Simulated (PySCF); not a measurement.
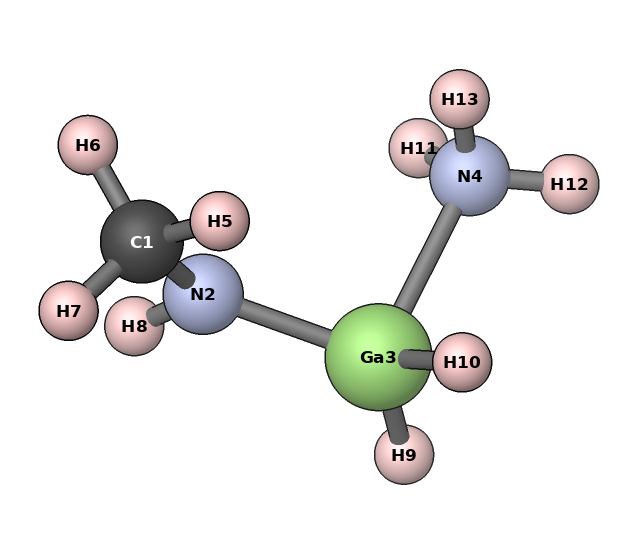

The geometry was computed by an optimisation with PBE0-D3(BJ)/def2-SVP. No frequency run is at hand to confirm it as a minimum. Method: delta-SCF UKS PBE, pcX-2 on the ionised atom, pcseg-1 elsewhere, spin-free X2C (PySCF 2.14.0).

Give the core-electron binding energies (to vacuum) of C1 1s, N2 1s, N4 1s.

```json
{"atom": "C1", "level": "1s", "binding energy (eV)": "289.9"}
{"atom": "N2", "level": "1s", "binding energy (eV)": "402.2"}
{"atom": "N4", "level": "1s", "binding energy (eV)": "405.9"}
```
